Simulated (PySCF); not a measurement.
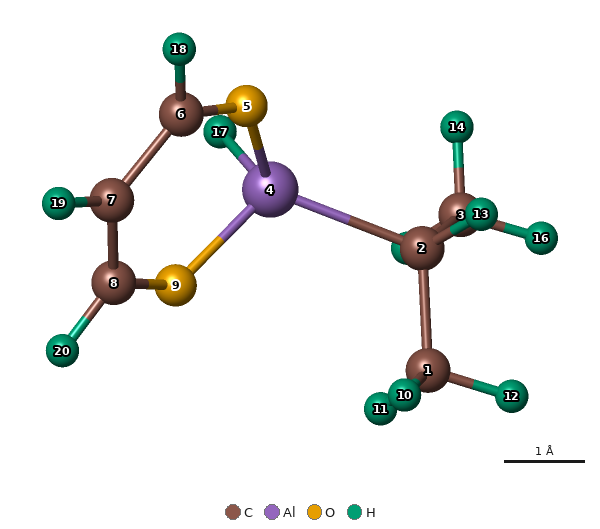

*The structure as given in the input (ball-and-stick view, seen at a tilt; atoms are numbered from 1 in the order of the input). Sticks mark near contacts.*

**Geometry relaxation of C₆H₁₁AlO₂ (part 1 of 2)**

- system: C₆H₁₁AlO₂
- method: PBE0-D3(BJ)/def2-SVP geometry optimisation, gas phase (PySCF 2.14.0)

What the program printed:
```
step   0  E = -627.29594543  max force = 0.035209
step   1  E = -627.30809946  max force = 0.008437
step   2  E = -627.30882204  max force = 0.004694
step   3  E = -627.30866777  max force = 0.009710
step   4  E = -627.30920192  max force = 0.001004
step   5  E = -627.30924378  max force = 0.000512
step   6  E = -627.30928998  max force = 0.000808
step   7  E = -627.30932130  max force = 0.000654
step   8  E = -627.30935237  max force = 0.000740
step   9  E = -627.30938083  max force = 0.000844
step  10  E = -627.30941496  max force = 0.001153
step  11  E = -627.30947574  max force = 0.001430
step  12  E = -627.30953463  max force = 0.003437
step  13  E = -627.30970848  max force = 0.002095
step  14  E = -627.30992321  max force = 0.002036
step  15  E = -627.31061308  max force = 0.002378
step  16  E = -627.31082508  max force = 0.002721
step  17  E = -627.31099364  max force = 0.002185
step  18  E = -627.31113850  max force = 0.001593
step  19  E = -627.31119564  max force = 0.000950
step  20  E = -627.31120975  max force = 0.000877
step  21  E = -627.31121237  max force = 0.000528
step  22  E = -627.31121356  max force = 0.000229
optimisation converged
```

Trajectory as extended XYZ (Å, eV, eV/Å), 23 frames, from step=0 to step=22:
```
20
Properties=species:S:1:pos:R:3:forces:R:3 step=0 energy=-17069.59212
C    -2.0221   -0.7464   -0.8170   -0.6486   1.7368   0.4715
C    -1.5453    0.2431    0.2601    0.1954   0.0615   0.1515
C    -2.3256    0.0074    1.5613    1.4680   0.0928   0.1889
Al    0.4268    0.0023    0.7734   -1.8105   0.2459  -0.3104
O     1.4938    1.3963    0.3561    0.3721   1.3364   0.0245
C     2.5164    1.4697   -0.3716    0.1058  -0.2480  -0.1033
C     3.0294    0.4006   -1.1120   -0.4020   0.2555   0.3759
C     2.3898   -0.8197   -1.0681   -1.7218  -0.0100   1.2179
O     1.3362   -1.0557   -0.3612    1.3452  -0.8066  -1.4554
H    -1.5140   -0.5625   -1.7501    0.3990  -0.1188  -0.7608
H    -1.8864   -1.7560   -0.5045    0.2319  -1.3111   0.2260
H    -3.1048   -0.5881   -0.9997    0.0899  -0.1902  -0.0438
H    -1.8323    1.2732   -0.0877    0.5438  -0.4371   0.1093
H    -1.9902    0.7142    2.3420   -0.1082  -0.0962   0.0589
H    -2.1173   -1.0069    1.9430   -0.2072  -0.0066   0.1122
H    -3.3832    0.1383    1.4461   -1.1668  -0.0010  -0.1566
H     0.8004   -0.4045    2.2016    0.1002  -0.2783   0.9060
H     3.0305    2.4371   -0.4116    0.0661   0.2763  -0.0087
H     3.8946    0.5231   -1.7192    0.8126   0.1755  -0.5288
H     2.7525   -1.6501   -1.6508    0.3352  -0.6766  -0.4749
20
Properties=species:S:1:pos:R:3:forces:R:3 step=1 energy=-17069.92285
C    -1.9630   -0.7211   -0.7766    0.1235  -0.1053  -0.0162
C    -1.4908    0.2102    0.3422   -0.0869  -0.0112   0.0427
C    -2.3670    0.0246    1.5873   -0.0487   0.1128   0.0622
Al    0.4231   -0.0162    0.8322    0.2046   0.0500  -0.2012
O     1.4980    1.4812    0.3477   -0.2512  -0.3027   0.1538
C     2.4990    1.4926   -0.4284   -0.0999   0.1969   0.1485
C     2.9730    0.4102   -1.1635    0.0655  -0.1466  -0.1091
C     2.3378   -0.8353   -1.1065    0.3490  -0.2310  -0.3619
O     1.3371   -1.1394   -0.4049   -0.4339   0.2455   0.4100
H    -1.3960   -0.5779   -1.7123    0.0112  -0.0624   0.0409
H    -1.8639   -1.7865   -0.4829   -0.0066   0.1799  -0.1157
H    -3.0274   -0.5536   -1.0197   -0.0370  -0.0179   0.0166
H    -1.6265    1.2536   -0.0084    0.0765  -0.0340   0.0084
H    -2.0753    0.7026    2.4062   -0.0097   0.0183   0.0180
H    -2.2837   -0.9988    1.9895   -0.0106  -0.0414  -0.0002
H    -3.4453    0.2052    1.3893    0.1968  -0.0356  -0.0584
H     0.8194   -0.4791    2.3114    0.0369   0.0576  -0.1197
H     3.0203    2.4627   -0.5124    0.0174  -0.0133  -0.0467
H     3.8450    0.5376   -1.8084   -0.0822  -0.0210   0.0507
H     2.7368   -1.6567   -1.7386   -0.0148   0.1615   0.0772
20
Properties=species:S:1:pos:R:3:forces:R:3 step=2 energy=-17069.94251
C    -1.9202   -0.7160   -0.7818   -0.0007   0.0221   0.0196
C    -1.4721    0.2092    0.3534   -0.0508  -0.0291  -0.0119
C    -2.3595    0.0317    1.5891   -0.0403   0.0196  -0.0020
Al    0.4230   -0.0230    0.8507    0.2252  -0.0153  -0.1451
O     1.4751    1.4709    0.3720   -0.0823  -0.0800   0.1010
C     2.4634    1.4909   -0.4195   -0.1485  -0.1087   0.0224
C     2.9255    0.4036   -1.1633    0.2414  -0.0384  -0.1998
C     2.3130   -0.8527   -1.1122   -0.0903   0.2303   0.1345
O     1.3167   -1.1406   -0.3890   -0.1352  -0.0396   0.0971
H    -1.3319   -0.5715   -1.7027    0.0106  -0.0048   0.0138
H    -1.8257   -1.7798   -0.5017    0.0066   0.0125  -0.0195
H    -2.9811   -0.5503   -1.0450   -0.0090  -0.0099  -0.0004
H    -1.5910    1.2527    0.0016    0.0422   0.0105   0.0007
H    -2.0813    0.7113    2.4122    0.0006   0.0025  -0.0235
H    -2.2916   -0.9935    1.9928   -0.0050   0.0008  -0.0054
H    -3.4255    0.2167    1.3602    0.0080  -0.0156   0.0038
H     0.8385   -0.4812    2.3177    0.0354   0.0160  -0.0116
H     2.9799    2.4619   -0.5217    0.0031  -0.0227  -0.0109
H     3.7838    0.5397   -1.8203    0.0235   0.0251  -0.0085
H     2.7113   -1.6640   -1.7493   -0.0345   0.0249   0.0457
20
Properties=species:S:1:pos:R:3:forces:R:3 step=3 energy=-17069.93831
C    -1.8757   -0.7108   -0.7821   -0.0898   0.1157   0.0203
C    -1.4541    0.2047    0.3708   -0.0032  -0.0445  -0.0127
C    -2.3659    0.0386    1.5881   -0.0110  -0.0516  -0.0568
Al    0.4278   -0.0391    0.8807    0.0961  -0.0666  -0.0217
O     1.4589    1.4443    0.3987    0.1673  -0.0897  -0.1316
C     2.4254    1.4680   -0.4196    0.2145   0.3382  -0.1346
C     2.9082    0.4059   -1.1934   -0.4993  -0.0417   0.4263
C     2.2827   -0.8408   -1.1060   -0.0352  -0.1370  -0.0419
O     1.2978   -1.1390   -0.3650    0.2155   0.0863  -0.1185
H    -1.2593   -0.5650   -1.6830    0.0026   0.0395  -0.0224
H    -1.7900   -1.7742   -0.5160    0.0107  -0.1318   0.0626
H    -2.9301   -0.5431   -1.0724    0.0208   0.0037  -0.0107
H    -1.5473    1.2493    0.0175    0.0073   0.0434  -0.0009
H    -2.1036    0.7202    2.4148    0.0057  -0.0067  -0.0352
H    -2.3199   -0.9877    1.9941    0.0055   0.0310  -0.0050
H    -3.4181    0.2307    1.3240   -0.1463   0.0105   0.0376
H     0.8717   -0.4923    2.3341    0.0182  -0.0200   0.0816
H     2.9256    2.4459   -0.5312    0.0039   0.0449   0.0208
H     3.7492    0.5524   -1.8681    0.0108   0.0216   0.0025
H     2.6669   -1.6522   -1.7428    0.0061  -0.1451  -0.0598
20
Properties=species:S:1:pos:R:3:forces:R:3 step=4 energy=-17069.95285
C    -1.8854   -0.7112   -0.7798   -0.0156   0.0330  -0.0087
C    -1.4550    0.2034    0.3692    0.0042  -0.0338   0.0311
C    -2.3719    0.0364    1.5840   -0.0024  -0.0016  -0.0323
Al    0.4390   -0.0416    0.8774    0.0070  -0.0167  -0.0208
O     1.4720    1.4481    0.3946    0.0476   0.0496  -0.0040
C     2.4380    1.4846   -0.4232   -0.0230  -0.0516  -0.0159
C     2.9004    0.4071   -1.1843   -0.0304   0.0328   0.0332
C     2.2876   -0.8467   -1.1074    0.0002   0.0085  -0.0097
O     1.3069   -1.1471   -0.3670    0.0055   0.0065   0.0182
H    -1.2730   -0.5649   -1.6840   -0.0031   0.0083  -0.0149
H    -1.8012   -1.7768   -0.5097    0.0037  -0.0363   0.0176
H    -2.9399   -0.5401   -1.0663    0.0086   0.0034  -0.0016
H    -1.5482    1.2492    0.0163    0.0163   0.0155   0.0062
H    -2.1064    0.7174    2.4093   -0.0017   0.0030  -0.0013
H    -2.3241   -0.9889    1.9905    0.0056   0.0067   0.0010
H    -3.4292    0.2286    1.3282   -0.0364   0.0020   0.0044
H     0.8825   -0.4953    2.3355    0.0067   0.0012   0.0223
H     2.9416    2.4611   -0.5350   -0.0160   0.0028   0.0103
H     3.7425    0.5519   -1.8596    0.0088  -0.0049  -0.0108
H     2.6743   -1.6595   -1.7454    0.0144  -0.0284  -0.0243
20
Properties=species:S:1:pos:R:3:forces:R:3 step=5 energy=-17069.95399
C    -1.8766   -0.7086   -0.7785    0.0014   0.0055  -0.0112
C    -1.4492    0.2019    0.3750   -0.0001  -0.0232   0.0238
C    -2.3771    0.0369    1.5815   -0.0055   0.0060  -0.0187
Al    0.4455   -0.0456    0.8867   -0.0190  -0.0210  -0.0021
O     1.4740    1.4463    0.4011    0.0106   0.0173   0.0157
C     2.4314    1.4827   -0.4258   -0.0023   0.0021  -0.0200
C     2.8907    0.4073   -1.1905    0.0101  -0.0038  -0.0108
C     2.2856   -0.8500   -1.1086   -0.0263   0.0230   0.0070
O     1.3113   -1.1505   -0.3594    0.0189  -0.0222   0.0060
H    -1.2602   -0.5614   -1.6803   -0.0034   0.0017  -0.0037
H    -1.7966   -1.7759   -0.5096    0.0000  -0.0021   0.0029
H    -2.9289   -0.5333   -1.0697    0.0008   0.0019   0.0002
H    -1.5355    1.2491    0.0232    0.0142   0.0065   0.0062
H    -2.1165    0.7176    2.4086   -0.0023   0.0026   0.0020
H    -2.3339   -0.9881    1.9886    0.0027   0.0004   0.0040
H    -3.4335    0.2310    1.3190   -0.0017  -0.0012  -0.0018
H     0.8929   -0.4969    2.3460   -0.0009   0.0048   0.0024
H     2.9297    2.4613   -0.5417    0.0025   0.0016  -0.0031
H     3.7265    0.5552   -1.8735    0.0016   0.0013  -0.0007
H     2.6709   -1.6631   -1.7490   -0.0012  -0.0010   0.0019
20
Properties=species:S:1:pos:R:3:forces:R:3 step=6 energy=-17069.95524
C    -1.8550   -0.7025   -0.7766    0.0100  -0.0147  -0.0083
C    -1.4353    0.1976    0.3882   -0.0029  -0.0046  -0.0029
C    -2.3851    0.0379    1.5774   -0.0070   0.0052   0.0033
Al    0.4573   -0.0560    0.9079   -0.0415  -0.0086   0.0282
O     1.4775    1.4396    0.4135    0.0051   0.0130   0.0109
C     2.4166    1.4813   -0.4336   -0.0089   0.0122  -0.0050
C     2.8669    0.4076   -1.2058    0.0297  -0.0097  -0.0327
C     2.2750   -0.8545   -1.1075   -0.0166   0.0019  -0.0073
O     1.3170   -1.1608   -0.3397    0.0310  -0.0321   0.0063
H    -1.2285   -0.5532   -1.6714   -0.0018  -0.0028   0.0086
H    -1.7852   -1.7728   -0.5132   -0.0032   0.0243  -0.0084
H    -2.9024   -0.5176   -1.0786   -0.0055   0.0000   0.0016
H    -1.5052    1.2475    0.0393    0.0036  -0.0015   0.0065
H    -2.1354    0.7176    2.4087   -0.0013   0.0004   0.0010
H    -2.3538   -0.9870    1.9857   -0.0010  -0.0027   0.0043
H    -3.4367    0.2371    1.2975    0.0236  -0.0034  -0.0033
H     0.9122   -0.5011    2.3679   -0.0095   0.0071  -0.0129
H     2.9055    2.4633   -0.5605    0.0073  -0.0025  -0.0061
H     3.6882    0.5600   -1.9056   -0.0046  -0.0006   0.0043
H     2.6567   -1.6681   -1.7505   -0.0066   0.0192   0.0118
20
Properties=species:S:1:pos:R:3:forces:R:3 step=7 energy=-17069.95610
C    -1.8369   -0.6946   -0.7757    0.0062  -0.0112  -0.0028
C    -1.4233    0.1942    0.4002    0.0003   0.0067  -0.0244
C    -2.3894    0.0367    1.5757   -0.0018  -0.0013   0.0187
Al    0.4666   -0.0631    0.9278   -0.0336   0.0048   0.0219
O     1.4804    1.4354    0.4211    0.0028  -0.0090  -0.0012
C     2.4020    1.4795   -0.4449   -0.0060   0.0197   0.0046
C     2.8447    0.4061   -1.2221    0.0162  -0.0116  -0.0223
C     2.2669   -0.8609   -1.1038   -0.0112  -0.0039  -0.0127
O     1.3262   -1.1719   -0.3167    0.0328  -0.0251   0.0115
H    -1.2018   -0.5414   -1.6639    0.0015  -0.0043   0.0091
H    -1.7759   -1.7672   -0.5202   -0.0025   0.0226  -0.0088
H    -2.8804   -0.5007   -1.0857   -0.0045  -0.0014   0.0016
H    -1.4805    1.2467    0.0558   -0.0055  -0.0029   0.0083
H    -2.1489    0.7146    2.4111    0.0007   0.0000  -0.0002
H    -2.3679   -0.9886    1.9837   -0.0021  -0.0021   0.0010
H    -3.4361    0.2402    1.2811    0.0220  -0.0025  -0.0017
H     0.9246   -0.4987    2.3893   -0.0105   0.0068  -0.0123
H     2.8830    2.4638   -0.5841    0.0067  -0.0024  -0.0063
H     3.6513    0.5610   -1.9381   -0.0048   0.0007   0.0049
H     2.6458   -1.6752   -1.7474   -0.0068   0.0164   0.0111
20
Properties=species:S:1:pos:R:3:forces:R:3 step=8 energy=-17069.95694
C    -1.8177   -0.6816   -0.7763   -0.0005   0.0025   0.0048
C    -1.4106    0.1920    0.4132    0.0037   0.0172  -0.0381
C    -2.3900    0.0318    1.5767    0.0061  -0.0118   0.0243
Al    0.4759   -0.0669    0.9502   -0.0053   0.0179  -0.0034
O     1.4828    1.4328    0.4237   -0.0033  -0.0314  -0.0077
C     2.3838    1.4770   -0.4639   -0.0046   0.0144   0.0075
C     2.8171    0.4010   -1.2432   -0.0016  -0.0073  -0.0040
C     2.2584   -0.8714   -1.0957   -0.0017  -0.0053  -0.0118
O     1.3408   -1.1860   -0.2833    0.0183  -0.0078   0.0187
H    -1.1743   -0.5209   -1.6569    0.0041  -0.0039   0.0048
H    -1.7645   -1.7569   -0.5330   -0.0003   0.0077  -0.0034
H    -2.8576   -0.4785   -1.0929   -0.0008  -0.0022   0.0001
H    -1.4571    1.2480    0.0774   -0.0131  -0.0017   0.0102
H    -2.1580    0.7059    2.4176    0.0030  -0.0003  -0.0013
H    -2.3763   -0.9951    1.9812   -0.0022  -0.0008  -0.0022
H    -3.4319    0.2392    1.2696    0.0077   0.0005   0.0011
H     0.9338   -0.4860    2.4153   -0.0074   0.0060  -0.0025
H     2.8553    2.4632   -0.6210    0.0035  -0.0004  -0.0029
H     3.6054    0.5567   -1.9788   -0.0020   0.0011   0.0019
H     2.6350   -1.6885   -1.7365   -0.0036   0.0055   0.0039
20
Properties=species:S:1:pos:R:3:forces:R:3 step=9 energy=-17069.95772
C    -1.8007   -0.6633   -0.7785   -0.0048   0.0156   0.0097
C    -1.3997    0.1932    0.4251    0.0047   0.0239  -0.0332
C    -2.3854    0.0215    1.5817    0.0121  -0.0214   0.0169
Al    0.4838   -0.0634    0.9708    0.0302   0.0231  -0.0317
O     1.4840    1.4337    0.4176   -0.0097  -0.0434  -0.0087
C     2.3640    1.4737   -0.4908    0.0022   0.0010   0.0041
C     2.7879    0.3911   -1.2668   -0.0172   0.0016   0.0149
C     2.2508   -0.8858   -1.0831    0.0087   0.0003  -0.0062
O     1.3584   -1.1996   -0.2426   -0.0104   0.0091   0.0208
H    -1.1513   -0.4906   -1.6523    0.0048  -0.0019  -0.0025
H    -1.7503   -1.7415   -0.5507    0.0017  -0.0111   0.0038
H    -2.8383   -0.4542   -1.0986    0.0031  -0.0020  -0.0018
H    -1.4425    1.2534    0.1023   -0.0164   0.0012   0.0109
H    -2.1590    0.6889    2.4294    0.0042  -0.0007  -0.0010
H    -2.3738   -1.0088    1.9777   -0.0012   0.0009  -0.0041
H    -3.4248    0.2308    1.2693   -0.0097   0.0041   0.0035
H     0.9381   -0.4587    2.4421   -0.0023   0.0064   0.0103
H     2.8263    2.4606   -0.6700   -0.0025   0.0007   0.0012
H     3.5573    0.5439   -2.0227    0.0011   0.0008  -0.0022
H     2.6255   -1.7088   -1.7166    0.0015  -0.0083  -0.0046
20
Properties=species:S:1:pos:R:3:forces:R:3 step=10 energy=-17069.95864
C    -1.7852   -0.6377   -0.7820   -0.0037   0.0213   0.0087
C    -1.3915    0.1997    0.4367    0.0030   0.0239  -0.0092
C    -2.3751    0.0038    1.5916    0.0122  -0.0258  -0.0028
Al    0.4904   -0.0491    0.9885    0.0593   0.0183  -0.0481
O     1.4842    1.4389    0.4003   -0.0119  -0.0376  -0.0037
C     2.3438    1.4684   -0.5278    0.0080  -0.0140  -0.0055
C     2.7575    0.3741   -1.2933   -0.0239   0.0106   0.0269
C     2.2422   -0.9048   -1.0654    0.0167   0.0062   0.0035
O     1.3759   -1.2101   -0.1951   -0.0424   0.0195   0.0136
H    -1.1330   -0.4466   -1.6500    0.0026   0.0014  -0.0088
H    -1.7300   -1.7189   -0.5729    0.0028  -0.0250   0.0091
H    -2.8227   -0.4282   -1.1023    0.0054  -0.0006  -0.0030
H    -1.4401    1.2651    0.1326   -0.0151   0.0040   0.0100
H    -2.1517    0.6598    2.4488    0.0040  -0.0013   0.0005
H    -2.3572   -1.0324    1.9718    0.0001   0.0019  -0.0041
H    -3.4155    0.2115    1.2828   -0.0229   0.0062   0.0049
H     0.9385   -0.4120    2.4688    0.0032   0.0086   0.0199
H     2.7973    2.4542   -0.7343   -0.0071   0.0017   0.0051
H     3.5078    0.5182   -2.0697    0.0037  -0.0007  -0.0062
H     2.6148   -1.7381   -1.6859    0.0058  -0.0185  -0.0108
20
Properties=species:S:1:pos:R:3:forces:R:3 step=11 energy=-17069.96030
C    -1.7581   -0.5885   -0.7869    0.0054   0.0170  -0.0019
C    -1.3805    0.2171    0.4569    0.0013   0.0138   0.0347
C    -2.3561   -0.0323    1.6092    0.0042  -0.0230  -0.0326
Al    0.5012   -0.0134    1.0141    0.0735   0.0045  -0.0455
O     1.4855    1.4517    0.3630   -0.0083  -0.0078   0.0049
C     2.3124    1.4559   -0.5945    0.0149  -0.0326  -0.0171
C     2.7075    0.3379   -1.3357   -0.0201   0.0176   0.0286
C     2.2239   -0.9380   -1.0332    0.0205   0.0149   0.0164
O     1.3970   -1.2182   -0.1171   -0.0734   0.0200  -0.0034
H    -1.1052   -0.3609   -1.6457   -0.0026   0.0053  -0.0130
H    -1.6857   -1.6744   -0.6105    0.0025  -0.0310   0.0112
H    -2.7974   -0.3864   -1.1061    0.0054   0.0015  -0.0028
H    -1.4485    1.2907    0.1875   -0.0112   0.0063   0.0083
H    -2.1383    0.6001    2.4852    0.0019  -0.0027   0.0027
H    -2.3195   -1.0797    1.9560    0.0011   0.0016  -0.0031
H    -3.4012    0.1679    1.3120   -0.0284   0.0058   0.0046
H     0.9418   -0.3177    2.5092    0.0099   0.0144   0.0229
H     2.7531    2.4363   -0.8489   -0.0102   0.0015   0.0067
H     3.4278    0.4600   -2.1434    0.0048  -0.0035  -0.0089
H     2.5906   -1.7921   -1.6280    0.0087  -0.0236  -0.0126
20
Properties=species:S:1:pos:R:3:forces:R:3 step=12 energy=-17069.96190
C    -1.6337   -0.3715   -0.8016    0.0494   0.0212  -0.0545
C    -1.3296    0.2903    0.5398    0.0179  -0.0571   0.1767
C    -2.2654   -0.1942    1.6516   -0.0262  -0.0012  -0.1090
Al    0.5551    0.1551    1.1122    0.0782  -0.0071   0.0001
O     1.4896    1.5037    0.2102    0.0602   0.1752  -0.0337
C     2.1642    1.3800   -0.8525   -0.0013  -0.1541  -0.0186
C     2.4741    0.1653   -1.4755    0.0285   0.0351   0.0053
C     2.1370   -1.0557   -0.8831    0.0249   0.1292   0.0510
O     1.4884   -1.1918    0.1957   -0.1656  -0.0914  -0.0865
H    -0.9903    0.0181   -1.6094   -0.0232  -0.0012  -0.0064
H    -1.4735   -1.4615   -0.7662   -0.0080  -0.0467   0.0156
H    -2.6811   -0.2121   -1.1179   -0.0046  -0.0031   0.0083
H    -1.4900    1.3806    0.4181   -0.0089   0.0137   0.0137
H    -2.0825    0.3319    2.6023   -0.0106  -0.0058   0.0134
H    -2.1378   -1.2723    1.8523   -0.0025  -0.0041   0.0005
H    -3.3288   -0.0442    1.3916   -0.0352  -0.0004   0.0064
H     0.9794    0.0951    2.6396    0.0287   0.0356   0.0190
H     2.5421    2.3153   -1.3028   -0.0179  -0.0026   0.0154
H     3.0562    0.1719   -2.3961    0.0044  -0.0103  -0.0107
H     2.4769   -1.9881   -1.3653    0.0116  -0.0249  -0.0060
```
